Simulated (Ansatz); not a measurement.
# AlNH2F (SMILES [NH2][Al][F]) at 6 levels

We compute a comparison of 6 runs (U-wB97M-V/STO-3G, UBLYP/STO-3G, UCAM-B3LYP/STO-3G, UHSE06/STO-3G, RPA@PBE/STO-3G, UBCCD(T)/STO-3G) of AlNH2F. 

Program for the calculation: Ansatz 0.2.0.

62 further runs of the same task are left out: 3 that didn't finish, 59 set aside as unsound or not needed.

## Step 1: The structure to begin with

AlNH2F has 5 atoms, charge 0, and is taken as a doublet. As SMILES, `[NH2][Al][F]`. The H5–N1 distance was set to 1.261 Å, away from the relaxed value.

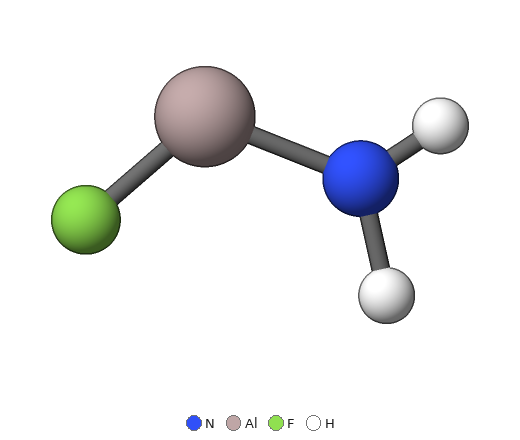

Viewed from a chosen angle; nitrogen blue, aluminium light grey, fluorine green, hydrogen white.

## Step 2: A single-point energy at U-wB97M-V/STO-3G (run 1)

The input, run.yaml:

```yaml
crystal:
  periodic: [false, false, false]
  atoms:
    - {symbol: N, position_ang: [-0.325439, 0.601618, -0.041110]}
    - {symbol: Al, position_ang: [0.691261, -0.180182, 1.172190]}
    - {symbol: F, position_ang: [1.287961, -1.684182, 0.812690]}
    - {symbol: H, position_ang: [-0.745039, 1.510918, 0.059990]}
    - {symbol: H, position_ang: [-0.621700, 0.088600, -1.154400]}
basis:
  gaussian:
    orbitals: STO-3G
magnetization:
  spin_polarized: true
  initial_magnetization: 1
hamiltonian:
  xc: {name: wB97M-V}
accuracy: high
```

Started as:

```bash
$ ansatz run run.yaml --threads 1 --pin off --max-ram 2610MiB --events-out events.jsonl --progress --plain --runs-dir runs
```

Standard output:

```text
Warning: RAYON_NUM_THREADS=1 ignored (pool sized by the plan → 1); use --threads N
Functional definition: wB97M-V
  name "wB97M-V"
  parameter omega = 0.3/bohr
  parameter cx = 0.15
  parameter cx01 = 1.007
  parameter cx10 = 0.259
  parameter css00 = 0.443
  parameter css04 = -1.437
  parameter css10 = -4.535
  parameter css20 = -3.390
  parameter css43 = 4.278
  parameter cos00 = 1.000
  parameter cos10 = 1.358
  parameter cos20 = 2.924
  parameter cos21 = -8.812
  parameter cos60 = -1.390
  parameter cos61 = 9.142
  parameter b = 6.0
  parameter c = 0.01
  gx(w, u) = 1 - cx + cx01*u + cx10*w
  gss(w, u) = css00 + css04*u^4 + css10*w + css20*w^2 + css43*w^4*u^3
  gos(w, u) = cos00 + cos10*w + (cos20 + cos21*u)*w^2 + (cos60 + cos61*u)*w^6
  exchange = spin_sum(e_x_unif_sr(omega)*gx(b97_w, b97_u_x)) + cx*exact_x_sr(omega) + exact_x_lr(omega)
  correlation = spin_sum(e_c_pw_mod_same_spin*gss(b97_w, b97_u_same))
      + integral(e_c_pw_mod_opposite_spin*gos(b97_w_opposite, b97_u_opposite)) + vv10(b, c)
378 factors; integrals over basis functions are off by at most 4.4e-8 eV
152 factors; integrals over basis functions are off by at most 6.6e-10 eV
mean field evaluation 1: about -10693.4581 eV, gradient 1.9e1 eV
mean field evaluation 2: about -10695.2188 eV, gradient 1.5e1 eV
mean field evaluation 4: about -10696.6993 eV, gradient 6.9e-1 eV
mean field evaluation 8: about -10696.6687 eV, gradient 1.3e-2 eV
mean field evaluation 16: about -10696.6687 eV, gradient 1.0e-5 eV
mean field -10696.66870178 eV, -393.0953243280 hartree, gradient 1.9e-8 eV, S^2 0.752305; 0 other end points of the search recorded, 0 dependent functions left out
reference -10696.66870412 eV, -393.0953244138 hartree; 16, 15 occupied and 5, 6 virtual orbitals, 378 factors
Total energy: -10696.66870412 eV, -393.0953244138 hartree
```

It took 31 s on 1 thread of Arm Neoverse V1, shared host; peak memory 0.54 GiB.

## Step 3: A single-point energy at UBLYP/STO-3G (run 2)

Changes to run.yaml since step 2:

```diff
@@ -9,9 +9,5 @@
 basis:
-  gaussian:
-    orbitals: STO-3G
-magnetization:
-  spin_polarized: true
-  initial_magnetization: 1
-hamiltonian:
-  xc: {name: wB97M-V}
+  gaussian: {orbitals: STO-3G}
+magnetization: {spin_polarized: true, initial_magnetization: 1}
+hamiltonian: {xc: {name: BLYP}}
 accuracy: high
```

Started as:

```bash
$ ansatz run run.yaml --threads 1 --pin off --max-ram 2610MiB --events-out events.jsonl --progress --plain --runs-dir runs
```

Standard output:

```text
Warning: RAYON_NUM_THREADS=1 ignored (pool sized by the plan → 1); use --threads N
Functional definition: BLYP
  name "BLYP"
  parameter beta = 0.0042
  parameter a = 0.04918
  parameter b = 0.132
  parameter c = 0.2533
  parameter d = 0.349
  exchange = b88_x(beta = beta)
  correlation = lyp_c(a = a, b = b, c = c, d = d)
378 factors; integrals over basis functions are off by at most 4.4e-8 eV
mean field evaluation 1: about -10690.5116 eV, gradient 2.2e1 eV
mean field evaluation 2: about -10662.0893 eV, gradient 6.4e1 eV
mean field evaluation 4: about -10693.7824 eV, gradient 5.4e0 eV
mean field evaluation 8: about -10693.9641 eV, gradient 6.8e-2 eV
mean field evaluation 16: about -10693.9642 eV, gradient 1.2e-6 eV
mean field -10693.96416729 eV, -392.9959345187 hartree, gradient 6.4e-8 eV, S^2 0.751804; 0 other end points of the search recorded, 0 dependent functions left out
reference -10693.96420383 eV, -392.9959358616 hartree; 16, 15 occupied and 5, 6 virtual orbitals, 378 factors
Total energy: -10693.96420383 eV, -392.9959358616 hartree
```

Run time: 1.9 s. Hardware: 1 thread of Arm Neoverse V1, shared host; peak memory 0.13 GiB.

Runs 3 to 5 aren't shown in full; the table further down has their settings and results.

## Step 4: A single-point energy at UBCCD(T)/STO-3G (run 6)

The input, in.yaml:

```yaml
crystal:
  periodic: [false, false, false]
  atoms:
    - {symbol: "N", position_ang: [-0.325439, 0.601618, -0.041110]}
    - {symbol: Al, position_ang: [0.691261, -0.180182, 1.172190]}
    - {symbol: F, position_ang: [1.287961, -1.684182, 0.812690]}
    - {symbol: H, position_ang: [-0.745039, 1.510918, 0.059990]}
    - {symbol: H, position_ang: [-0.621700, 0.088600, -1.154400]}
basis:
  gaussian:
    orbitals: STO-3G
scf:
  omitted_lower_state_checks: [cluster_reference, increment]
correlation:
  method: bccd_t
  frozen_orbitals: {Al: 5, F: 1, H: 0, "N": 1}
magnetization:
  spin_polarized: true
  initial_magnetization: 1
accuracy: high
```

Started as:

```bash
$ ansatz run in.yaml --threads 1 --pin off --max-ram 2610MiB --events-out events.jsonl --progress --plain --runs-dir runs
```

Standard output, shortened:

```text
Warning: RAYON_NUM_THREADS=1 ignored (pool sized by the plan → 1); use --threads N
Functional definition: HF
  name "HF"
[...]
378 factors; integrals over basis functions are off by at most 4.4e-8 eV
[...]
mean field -10664.60905618 eV, -391.9171540830 hartree, gradient 9.2e-8 eV, S^2 0.756905; 0 other end points of the search recorded, 0 dependent functions left out
7 core orbitals not correlated: weight in the atoms' cores, before any rotation towards them, 1.000 or more for the frozen orbitals, at most 0.000 for the correlated occupied ones
reference -10664.60905618 eV, -391.9171540830 hartree; 9, 8 occupied and 5, 6 virtual orbitals, 378 factors
second order -2.35287652 eV of doubles, -0.00000000 eV of singles
cycle   1  -2.69613790 eV  change   -3.4e-1 eV  update   8.8e-2
[...]
cycle  25  -2.99124295 eV  change  -8.2e-10 eV  update   1.1e-9
perturbative correction -0.17167989 eV, -0.0063091197 hartree
Total energy: -10667.77197903 eV, -392.0333893538 hartree
Checks for a lower state left out: cluster_reference, increment
```

Run time: 0.45 s. Hardware: 1 thread of Arm Neoverse V1, shared host.

## Step 5: The series

```
run              level  frozen core orbitals  energy (Eh)   ⟨S²⟩  wall time
  1   U-wB97M-V/STO-3G                     –  -393.095324  0.752       31 s
  2       UBLYP/STO-3G                     –  -392.995936  0.752      1.9 s
  3  UCAM-B3LYP/STO-3G                     –  -392.988464  0.753      2.6 s
  4      UHSE06/STO-3G                     –  -392.814905  0.753      2.8 s
  5     RPA@PBE/STO-3G                     7  -392.097123  0.752      2.9 s
  6    UBCCD(T)/STO-3G                     7  -392.033389  0.757     0.45 s
```

## Step 6: Summary of results

| quantity | value |
| --- | --- |
| run 6: total energy | -392.03339 Eh |
| run 6: correlation energy (7 core orbitals frozen) | -116.2 mEh |
| run 6: (T) correction | -6.31 mEh |
| run 6: ⟨S²⟩ of the reference determinant | 0.757 |

What this shows: Totals of different functionals can't be ranked against each other. In runs 1, 2, 3, 4, 5, 6 the basis is minimal, so the values are rough. All runs together took 42 s, the longest 31 s.
